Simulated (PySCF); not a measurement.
Ga(Vi)(OEt)(NH2), SMILES C=[CH][Ga]([NH2])[O]CC, singlet at its GFN2-xTB optimised geometry (Å):

```
17

Ga     0.3380    -0.9570     0.0000
C     -0.7861    -2.6092    -0.1819
C     -2.1027    -2.5559    -0.2908
H     -0.2639    -3.5623    -0.1927
H     -2.7147    -3.4433    -0.3940
H     -2.6249    -1.6097    -0.2810
O     -0.6328     0.4875     0.0000
C     -0.6391     1.8902     0.0577
C      0.7576     2.4758     0.2257
H     -1.0889     2.2725    -0.8684
H     -1.2733     2.1983     0.9002
H      1.3852     2.1535    -0.6052
H      0.7146     3.5623     0.2474
H      1.1936     2.1136     1.1570
N      2.1828    -0.9570     0.0000
H      2.7147    -1.7957     0.1895
H      2.7130    -0.1534     0.3164
```

Computed with PBE0/def2-SVP (PySCF). Cells within 0.4 Å of a nucleus heavier than hydrogen are left out (blank, or x).

Map of the electrostatic potential (hartree/e), clipped to [-0.08, 0.12] on the plane z = 0.0 Å:

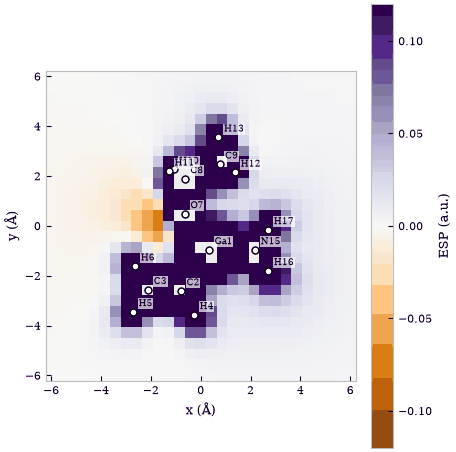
Electrostatic potential (hartree/e), clipped to [-0.08, 0.12] on the plane z = 0.0 Å.
